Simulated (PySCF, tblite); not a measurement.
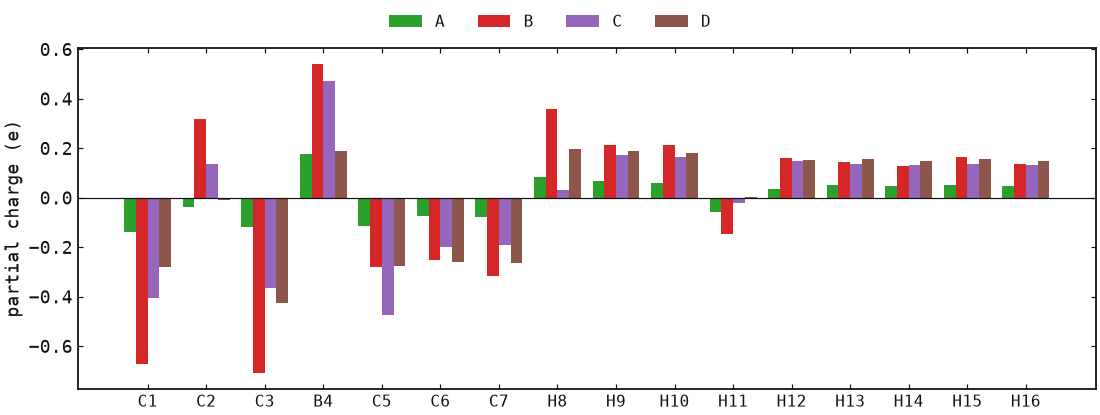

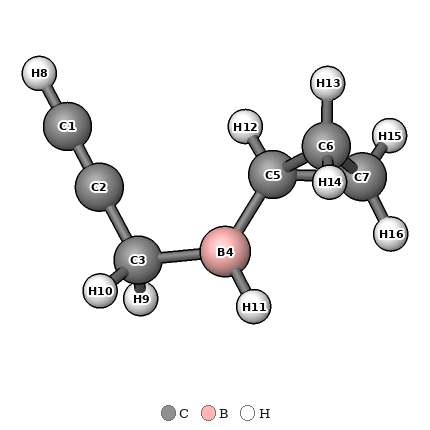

Atomic charges of C₆H₉B, SMILES C#CCBC1CC1 by 4 schemes, PBE0/pcSseg-1, PySCF 2.14.0, at a GFN2-xTB geometry (a minimum by its frequencies).

> The schemes are ESP fit, Hirshfeld, IAO and Mulliken. Which series is which?

A: Hirshfeld (C1 −0.14 e); B: ESP fit (C1 −0.67 e); C: Mulliken (C1 −0.41 e); D: IAO (C1 −0.28 e).

Known limits of this run: the tight-binding geometry is rougher than a DFT one and adds to the error; one conformer of a flexible molecule.
